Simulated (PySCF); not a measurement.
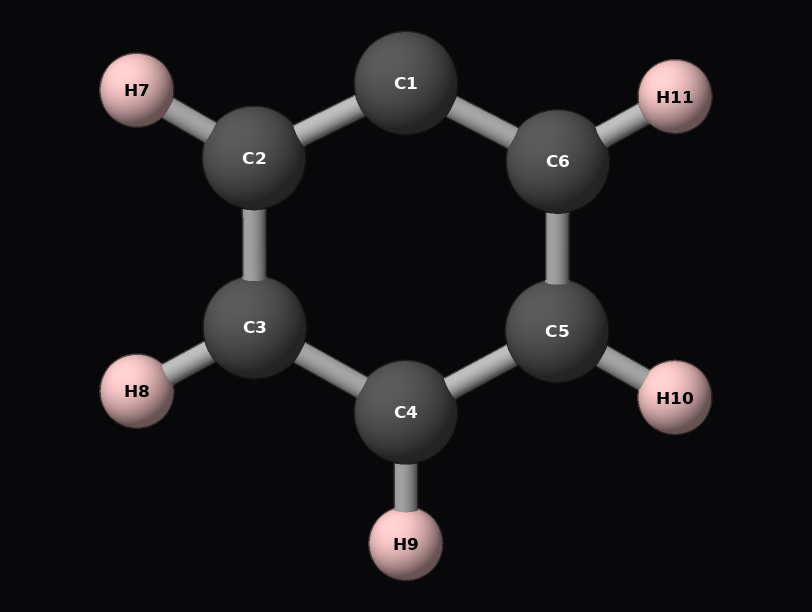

The questions are on Mulliken spin populations. The species is neutral and a spin doublet. Computed geometry: GFN2-xTB optimisation. No frequency run is at hand to confirm it as a minimum. Method: UKS B3LYP, pcH-1 on C H, non-relativistic (PySCF 2.14.0).

List the Mulliken spin populations.

| atom | value (e) |
| --- | --- |
| C1 | 1.00 |
| C2 | −0.07 |
| C3 | 0.06 |
| C4 | −0.04 |
| C5 | 0.06 |
| C6 | −0.07 |
| H7 | 0.02 |
| H8 | 0.01 |
| H9 | 0.00 |
| H10 | 0.01 |
| H11 | 0.02 |

Mulliken values depend strongly on the basis set.
